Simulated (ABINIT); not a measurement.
# Beyond one shot: LiF (Griceite)

Aim: iterate the self-energy on LiF (Griceite) and follow the gap from cycle to cycle.

Method: LDA and many-body steps on it, plane waves, in ABINIT 10.8.3.

## (1) The structure

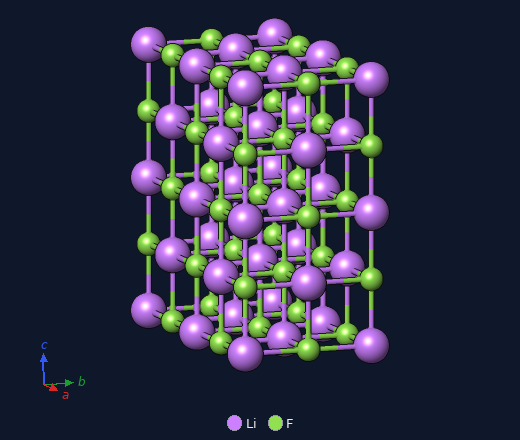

Start, viewed slightly off an axis; lithium purple, fluorine green. 2×1×2 cells are drawn. This picture shows the conventional cell, with its axes. Some periodic images of atoms are drawn too.

The cell and positions come from the Crystallography Open Database and are kept as given unless a step says otherwise.

## (2) Empty states on the mesh, 6×6×6 mesh, 21 bands

This step: ABINIT 10.8.3; DFT, LDA, plane waves, norm-conserving pseudopotentials.

The sums over transitions need many empty states on a uniform mesh; this step solves for them.

run.abi

```
acell 3*1.0 Angstrom
rprim 
  0.000000000000 2.014000000000 2.014000000000
  2.014000000000 0.000000000000 2.014000000000
  2.014000000000 2.014000000000 -0.000000000000
ntypat 2
znucl 3 9
natom 2
typat 1 2
xred 
  0.000000000000 0.000000000000 0.000000000000
  0.500000000000 0.500000000000 0.500000000000
pp_dirpath "pseudos"
pseudos "Li.upf, F.upf"
ecut 36
ngkpt 6 6 6
nshiftk 1
shiftk 0 0 0
kptopt 1
chksymbreak 0
iscf -2
irdden 1
istwfk *1
nband 21
nbdbuf 4
tolwfr 1e-09
nstep 60
prtvol 0
indata_prefix "in"
outdata_prefix "out"
tmpdata_prefix "tmp"
```

On the command line:

```console
> OMP_NUM_THREADS=1 mpirun -n 4 abinit run.abi > log
```

Numbers of over 12 decimals in the logs are rounded to 6 here.

Output:

```text
.Version 10.8.3 of ABINIT. v10.8.2 released Aug 2026.

 Symmetries : space group Fm -3 m (#225); Bravais cF (face-center cubic)
[... echo of the input left out ...]
== DATASET  1 ==================================================================
-   mpi_nproc: 4, omp_nthreads: 1 (-1 if OMP is not activated)

--- !DatasetInfo
iteration_state: {dtset: 1, }
dimensions: {natom: 2, nkpt: 16, mband: 21, nsppol: 1, nspinor: 1, nspden: 1, mpw: 1158, }
cutoff_energies: {ecut:  36.0, pawecutdg:  -1.0, }
[...]
-1.50840   -0.76724   -0.05018   -0.05018   -0.05018    0.27557    0.81338    0.81338
   0.81338    0.83141    0.83141    0.83141    0.93882    1.09677    1.09677    1.58893
   1.58893    1.58893    1.73022    2.33150    2.33150
 prteigrs : prtvol=0 or 1, do not print more k-points.

== END DATASET(S) ==============================================================
================================================================================

 -outvars: echo values of variables after computation  --------
            nband          21
             nkpt          16
          spgroup         225
 [... the other variables as echoed above ...]

 Calculation completed.
```

Run time: 2.3 s. Hardware: 4 MPI ranks of Arm Neoverse V2, shared host; peak memory 0.07 GiB.

Numbers from this step:

| Quantity | Value |
| --- | --- |
| gap | 8.864 eV |
| k of the valence top | 0, 0, 0 |
| k of the conduction bottom | 0, 0, 0 |
| least direct gap | 8.864 eV |
| k points computed | 16 |
| lowest point of the top converged band, above the valence top | 42.34 eV |

On this mesh the gap is 8.864 eV.

The density comes from a self-consistent run that is not shown.

## (3) Screening, 6×6×6 mesh, 17 bands, screening to 108.8 eV

The RPA dielectric matrix is built and inverted for each q.

This step: RPA screening on LDA, plane waves, norm-conserving pseudopotentials.

run.abi: that of step 2 with these lines changed.

```diff
@@ -20,10 +20,11 @@
 chksymbreak 0
-iscf -2
-irdden 1
 istwfk *1
-nband 21
-nbdbuf 4
-tolwfr 1e-09
-nstep 60
-prtvol 0
+occopt 1
+irdwfk 1
+optdriver 3
+nband 17
+ecuteps 4
+inclvkb 2
+awtr 1
+symchi 1
 indata_prefix "in"
```

Output:

```text
.Version 10.8.3 of ABINIT. v10.8.2 released Aug 2026.

 Symmetries : space group Fm -3 m (#225); Bravais cF (face-center cubic)
[... echo of the input left out ...]
== DATASET  1 ==================================================================
-   mpi_nproc: 4, omp_nthreads: 1 (-1 if OMP is not activated)

--- !DatasetInfo
iteration_state: {dtset: 1, }
dimensions: {natom: 2, nkpt: 16, mband: 17, nsppol: 1, nspinor: 1, nspden: 1, mpw: 1158, }
cutoff_energies: {ecut:  36.0, pawecutdg:  -1.0, }
electrons: {nelect:   1.00000000E+01, charge:   0.00000000E+00, occopt:   1.00000000E+00, tsmear:   1.00000000E-02, }

 SCREENING: Calculation of the susceptibility and dielectric matrices

 Based on a program developped by R.W. Godby, V. Olevano, G. Onida, and L. Reining.
 Incorporated in ABINIT by V. Olevano, G.-M. Rignanese, and M. Torrent.
.Using double precision arithmetic ; gwpc =  8

[... cell and pseudopotentials left out ...]
--------------------------------------------------------------------------------

 ==== K-mesh for the wavefunctions ====
 Number of points in the irreducible wedge :    16
[... list of points left out ...]
 Together with 48 symmetry operations and time-reversal symmetry
 yields   216 points in the full Brillouin Zone.

 ==== Q-mesh for the screening function ====
 Number of points in the irreducible wedge :    16
[... list of points left out ...]
 Together with 48 symmetry operations and time-reversal symmetry
 yields   216 points in the full Brillouin Zone.

 setmesh: FFT mesh size selected  =    20x   20x   20
          total number of points  =         8000

 vcoul_init : cutoff-mode = AUXILIARY_FUNCTION
 q-points for optical limit:   1
     1)      0.000010    0.000020    0.000030

- screening: taking advantage of time-reversal symmetry
- Maximum band index for partially occupied states nbvw = 5
- Remaining bands to be divided among processors   nbcw = 12
- Number of bands treated by each node ~3

 Number of electrons calculated from density =   10.0000; Expected =   10.0000
 average of density, n =  0.090697
 r_s =    1.3807
 omega_plasma =   29.0505 [eV]

 calculating chi0 at frequencies [eV] :
  1    0.000000E+00    0.000000E+00
  2    0.000000E+00    2.905047E+01

--------------------------------------------------------------------------------
  q-point number  1        q = ( 0.000000, 0.000000, 0.000000) [r.l.u.]
--------------------------------------------------------------------------------
[... chi0 elements left out ...]
 For q-point:  0.000010 0.000020 0.000030
  dielectric constant =   2.0097
  dielectric constant without local fields =   2.0873

  Average fulfillment of the sum rule on Im[epsilon] for q-point    1 :     22.66  [%]
[... wings left out ...]
  q-point number  2        q = ( 0.166667, 0.000000, 0.000000) [r.l.u.]
--------------------------------------------------------------------------------
[... chi0 elements left out ...]
  Average fulfillment of the sum rule on Im[epsilon] for q-point    2 :     52.27  [%]

 [... 14 further q-points ...]
```

Wall time 2.9 s (4 MPI ranks); peak memory 0.09 GiB; 11 s of CPU time.

Numbers from this step:

- ε∞ with local fields, on this mesh, along the program's q direction: 2.010
- the same without local fields: 2.087
- plasma frequency: 29.05 eV
- plane waves in the screening matrix: 51

Local fields lower ε∞ by 4 %.

## (4) G0W0

The self-energy is evaluated for the states that the input lists, and the levels follow from it, in one-shot runs by the linearised quasiparticle equation.

This step: G0W0 on LDA, plane waves, norm-conserving pseudopotentials.

run.abi: that of step 3 with these lines changed.

```diff
@@ -23,8 +23,15 @@
 irdwfk 1
-optdriver 3
+optdriver 4
 nband 17
+gwcalctyp 0
+ecutsigx 36
+symsigma 1
+nkptgw 1
+kptgw 
+  0.0000000000 0.0000000000 0.0000000000
+bdgw 
+  3 9
 ecuteps 4
-inclvkb 2
-awtr 1
-symchi 1
+irdscr 1
+ppmodel 1
 indata_prefix "in"
```

Output:

```text
.Version 10.8.3 of ABINIT. v10.8.2 released Aug 2026.

 Symmetries : space group Fm -3 m (#225); Bravais cF (face-center cubic)
[... echo of the input left out ...]
== DATASET  1 ==================================================================
-   mpi_nproc: 4, omp_nthreads: 1 (-1 if OMP is not activated)

--- !DatasetInfo
iteration_state: {dtset: 1, }
dimensions: {natom: 2, nkpt: 16, mband: 17, nsppol: 1, nspinor: 1, nspden: 1, mpw: 1158, }
cutoff_energies: {ecut:  36.0, pawecutdg:  -1.0, }
electrons: {nelect:   1.00000000E+01, charge:   0.00000000E+00, occopt:   1.00000000E+00, tsmear:   1.00000000E-02, }

 SIGMA: Calculation of the GW corrections

 Based on a program developped by R.W. Godby, V. Olevano, G. Onida, and L. Reining.
 Incorporated in ABINIT by V. Olevano, G.-M. Rignanese, and M. Torrent.
.Using double precision arithmetic ; gwpc =  8

[... cell and pseudopotentials left out ...]
--------------------------------------------------------------------------------

 ==== K-mesh for the wavefunctions ====
 Number of points in the irreducible wedge :    16
[... list of points left out ...]
 Together with 48 symmetry operations and time-reversal symmetry
 yields   216 points in the full Brillouin Zone.

 ==== Q-mesh for screening function ====
 Number of points in the irreducible wedge :    16
[... list of points left out ...]
 Together with 48 symmetry operations and time-reversal symmetry
 yields   216 points in the full Brillouin Zone.

 vcoul_init : cutoff-mode = AUXILIARY_FUNCTION
 q-points for optical limit:   1
     1)      0.000010    0.000020    0.000030
 setmesh: FFT mesh size selected  =    30x   30x   30
          total number of points  =        27000

 Number of electrons calculated from density =   10.0000; Expected =   10.0000
 average of density, n =  0.090697
 r_s =    1.3807
 omega_plasma =   29.0505 [eV]

 === KS Band Gaps ===
  >>>> For spin  1
   Minimum direct gap =   8.8641 [eV], located at k-point      :   0.0000  0.0000  0.0000
   Fundamental gap    =   8.8641 [eV], Top of valence bands at :   0.0000  0.0000  0.0000
                                       Bottom of conduction at :   0.0000  0.0000  0.0000
 SIGMA fundamental parameters:
 PLASMON POLE MODEL  1
 number of plane-waves for SigmaX                 1139
 number of plane-waves for SigmaC and W             51
 number of plane-waves for wavefunctions          1139
 number of bands                                    17
 number of independent spin polarizations            1
 number of spinorial components                      1
 number of k-points in IBZ                          16
 number of q-points in IBZ                          16
 number of symmetry operations                      48
 number of k-points in BZ                          216
 number of q-points in BZ                          216
 number of frequencies for dSigma/dE                 9
 frequency step for dSigma/dE [eV]                0.25
 number of omega for Sigma on real axis              0
 max omega for Sigma on real axis  [eV]           0.00
 zcut for avoiding poles [eV]                     0.10

 EPSILON^-1 parameters (SCR file):
 dimension of the eps^-1 matrix on file             51
 dimension of the eps^-1 matrix used                51
 number of plane-waves for wavefunctions          1139
 number of bands                                    17
 number of q-points in IBZ                          16
 number of frequencies                               2
 number of real frequencies                          1
 number of imag frequencies                          1

 matrix elements of self-energy operator (all in [eV])

 Perturbative Calculation

--- !SelfEnergy_ee
iteration_state: {dtset: 1, }
kpoint     : [   0.000,    0.000,    0.000, ]
spin       : 1
KS_gap     :    8.864
QP_gap     :   13.646
Delta_QP_KS:    4.782
data: !SigmaeeData |
     Band     E0 <VxcDFT>   SigX SigC(E0)      Z dSigC/dE  Sig(E)    E-E0       E
        3  -1.366 -22.703 -30.606   5.004   0.827  -0.209 -25.101  -2.397  -3.763
        4  -1.366 -22.703 -30.606   5.004   0.827  -0.209 -25.101  -2.397  -3.763
        5  -1.366 -22.703 -30.606   5.004   0.827  -0.209 -25.101  -2.397  -3.763
        6   7.499 -12.219  -6.791  -2.752   0.891  -0.122  -9.834   2.385   9.883
        7  22.133 -10.804  -3.125  -3.487   0.872  -0.146  -7.147   3.657  25.790
        8  22.133 -10.804  -3.125  -3.487   0.872  -0.146  -7.147   3.657  25.790
        9  22.133 -10.804  -3.125  -3.487   0.872  -0.146  -7.147   3.657  25.790

== END DATASET(S) ==============================================================
================================================================================

 -outvars: echo values of variables after computation  --------
           etotal      0.0000000000E+00
            nband          17
             nkpt          16
          spgroup         225
 [... the other variables as echoed above ...]

 Calculation completed.
```

Elapsed: 1.7 s, on 4 MPI ranks; peak memory 0.12 GiB; 6.6 s of CPU time.

This step gave:

* G0W0 gap on the points computed: 13.65 eV
* starting gap on the mesh: 8.864 eV
* k of the valence top: 0, 0, 0
* k of the conduction bottom: 0, 0, 0
* Z at the valence top: 0.827
* Z at the conduction bottom: 0.891
* least direct G0W0 gap on the computed points: 13.65 eV

The gap on the mesh goes from 8.86 eV to 13.65 eV, a correction of +4.78 eV.

## (5) QSGW, cycle 1

This step: QSGW on LDA, plane waves, norm-conserving pseudopotentials.

run.abi: that of step 4 with these lines changed.

```diff
@@ -25,10 +25,40 @@
 nband 17
-gwcalctyp 0
+gwcalctyp 28
 ecutsigx 36
-symsigma 1
-nkptgw 1
+symsigma 0
+nkptgw 16
 kptgw 
   0.0000000000 0.0000000000 0.0000000000
+  0.1666666667 0.0000000000 0.0000000000
+  0.3333333333 0.0000000000 0.0000000000
+  0.5000000000 0.0000000000 0.0000000000
+  0.1666666667 0.1666666667 0.0000000000
+  0.3333333333 0.1666666667 0.0000000000
+  0.5000000000 0.1666666667 0.0000000000
+  -0.3333333333 0.1666666667 0.0000000000
+  -0.1666666667 0.1666666667 0.0000000000
+  0.3333333333 0.3333333333 0.0000000000
+  0.5000000000 0.3333333333 0.0000000000
+  -0.3333333333 0.3333333333 0.0000000000
+  0.5000000000 0.5000000000 0.0000000000
+  0.5000000000 0.3333333333 0.1666666667
+  -0.3333333333 0.3333333333 0.1666666667
+  -0.3333333333 0.5000000000 0.1666666667
 bdgw 
-  3 9
+  1 12
+  1 12
+  1 12
+  1 12
+  1 12
+  1 12
+  1 12
+  1 12
+  1 12
+  1 12
+  1 12
+  1 12
+  1 12
+  1 12
+  1 12
+  1 12
 ecuteps 4
```

Output:

```text
.Version 10.8.3 of ABINIT. v10.8.2 released Aug 2026.

 Symmetries : space group Fm -3 m (#225); Bravais cF (face-center cubic)
[... echo of the input left out ...]
== DATASET  1 ==================================================================
-   mpi_nproc: 4, omp_nthreads: 1 (-1 if OMP is not activated)

--- !DatasetInfo
iteration_state: {dtset: 1, }
dimensions: {natom: 2, nkpt: 16, mband: 17, nsppol: 1, nspinor: 1, nspden: 1, mpw: 1158, }
cutoff_energies: {ecut:  36.0, pawecutdg:  -1.0, }
electrons: {nelect:   1.00000000E+01, charge:   0.00000000E+00, occopt:   1.00000000E+00, tsmear:   1.00000000E-02, }

 SIGMA: Calculation of the GW corrections

 Based on a program developped by R.W. Godby, V. Olevano, G. Onida, and L. Reining.
 Incorporated in ABINIT by V. Olevano, G.-M. Rignanese, and M. Torrent.
.Using double precision arithmetic ; gwpc =  8

[... cell and pseudopotentials left out ...]
--------------------------------------------------------------------------------

 ==== K-mesh for the wavefunctions ====
 Number of points in the irreducible wedge :    16
[... list of points left out ...]
 Together with 48 symmetry operations and time-reversal symmetry
 yields   216 points in the full Brillouin Zone.

 ==== Q-mesh for screening function ====
 Number of points in the irreducible wedge :    16
[... list of points left out ...]
 Together with 48 symmetry operations and time-reversal symmetry
 yields   216 points in the full Brillouin Zone.

 vcoul_init : cutoff-mode = AUXILIARY_FUNCTION
 q-points for optical limit:   1
     1)      0.000010    0.000020    0.000030
 setmesh: FFT mesh size selected  =    30x   30x   30
          total number of points  =        27000

 Number of electrons calculated from density =   10.0000; Expected =   10.0000
[...]
QP_gap     :   20.215
Delta_QP_KS:    6.394
data: !SigmaeeData |
     Band     E_DFT   <VxcDFT>   E(N-1)  <Hhartree>   SigX  SigC[E(N-1)]    Z     dSigC/dE  Sig[E(N)]  DeltaE  E(N)_pert E(N)_diago
[...]
--- !SelfEnergy_ee
iteration_state: {dtset: 1, }
kpoint     : [  -0.333,    0.500,    0.167, ]
spin       : 1
KS_gap     :   15.360
QP_gap     :   22.222
Delta_QP_KS:    6.862
data: !SigmaeeData |
     Band     E_DFT   <VxcDFT>   E(N-1)  <Hhartree>   SigX  SigC[E(N-1)]    Z     dSigC/dE  Sig[E(N)]  DeltaE  E(N)_pert E(N)_diago
[...]
11    29.881    -9.584    29.881    39.465    -2.322    -3.524     1.000     0.000    -5.845     3.739    33.619    33.632
       12    32.335   -12.307    32.335    44.642    -4.300    -4.045     1.000     0.000    -8.344     3.963    36.298    36.312

 New Fermi energy :        1.089951E-01 Ha ,    2.965907E+00 eV
 New Exchange energy :    -6.037245E+00 Ha ,   -1.642818E+02 eV

 === QP Band Gaps ===
  >>>> For spin  1
   Minimum direct gap =  14.4552 [eV], located at k-point      :   0.0000  0.0000  0.0000
   Fundamental gap    =  14.4552 [eV], Top of valence bands at :   0.0000  0.0000  0.0000
                                       Bottom of conduction at :   0.0000  0.0000  0.0000

 writing QP data on file : out_QPS

 Convergence of QP corrections
 >>>>> For spin  1 <<<<<
.  kptgw no:  1; Maximum DeltaE = ( -10.832   0.072) for band index:  1
.  kptgw no:  2; Maximum DeltaE = ( -10.841   0.051) for band index:  1
.  kptgw no:  3; Maximum DeltaE = ( -10.899   0.051) for band index:  1
[...]
.  kptgw no: 15; Maximum DeltaE = ( -10.911   0.047) for band index:  1
.  kptgw no: 16; Maximum DeltaE = ( -10.915   0.043) for band index:  1

== END DATASET(S) ==============================================================
================================================================================

 -outvars: echo values of variables after computation  --------
           etotal      0.0000000000E+00
            nband          17
             nkpt          16
          spgroup         225
 [... the other variables as echoed above ...]

 Calculation completed.
```

It took 33 s on 4 MPI ranks; peak memory 0.72 GiB; 2.2 min of CPU time.

Numbers from this step:

| Quantity | Value |
| --- | --- |
| quasiparticle gap on the mesh | 14.46 eV |
| gap of the density functional on the mesh | 8.864 eV |
| k of the valence top | 0, 0, 0 |
| k of the conduction bottom | 0, 0, 0 |
| Z at the valence top | 1 |
| Z at the conduction bottom | 1 |
| least direct quasiparticle gap on the computed points | 14.46 eV |

Against G0W0 in ABINIT (6×6×6 mesh, 17 bands, screening to 108.8 eV, Godby-Needs plasmon pole), the gap moves by +0.810 eV.

(Part 1 of 3 ends here.)

[Paths, hosts, dates, memory and timing lines, banners, echoed tables and standing remarks are left out of the program output.]

[Logs are printed without paths, hosts, clocks, repeated set-up lines and the standing remarks that a program may print on its own settings, such as how far it seeks lower states.]

[Runs of the session that timed out or met a known fault of the program may be left out.]

[Hosts, paths, dates, database ids (printed as entryN), source tags and the programs' standing remarks are cut or masked in the printed files.]

[G0W0 gaps are taken among the corrected bands and points alone; a level outside them can change the order at an edge.]

[Where Ansatz stands beside ABINIT at settings called matched, ABINIT's density can come from a denser mesh and the files from another edition; pairs whose starting gaps differed by over 0.03 eV were left out, so agreement reads better than it is.]
